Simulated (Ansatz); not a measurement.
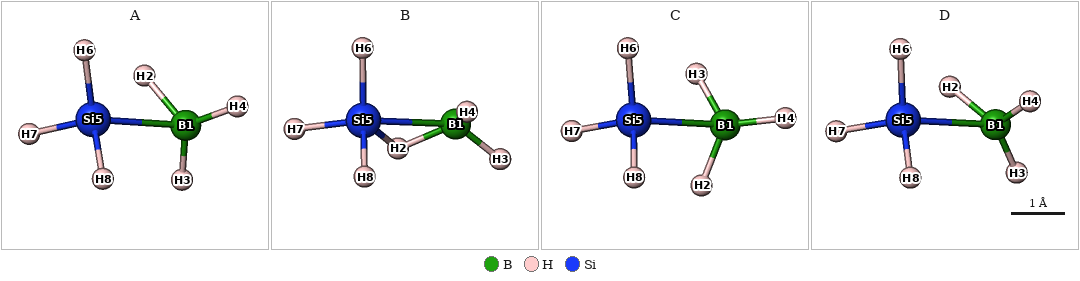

4 geometries from a converged minimum-energy path of BSiH6 (multiplicity 2), shuffled. A ball-and-stick model, seen from a free direction.

These are results of UKS LDA/def2-SVP in Ansatz 0.2.0, not measurements. Run with 5 movable images; climbing image; force threshold 0.05 eV/Å; iteration limit 60; starting path through a guess of the saddle point.

Q: One of them is the converged climbing image. Which?

A: B. In order along the path, whose images run from 0 to 6: C (image 1, +0.4 kcal/mol), B (image 3, +17.6 kcal/mol), D (image 5, +0.3 kcal/mol), A (image 6, 0.0 kcal/mol). No bond forms or breaks between the ends. Bond angles that change up to the highest image, for instance: H2–B1–Si5 106.9° → 57.1°, H3–B1–Si5 112.3° → 148.6°.

The run took 2.6 min on 1 thread of Arm Neoverse V1, with other jobs on the host, peak memory 0.12 GiB.
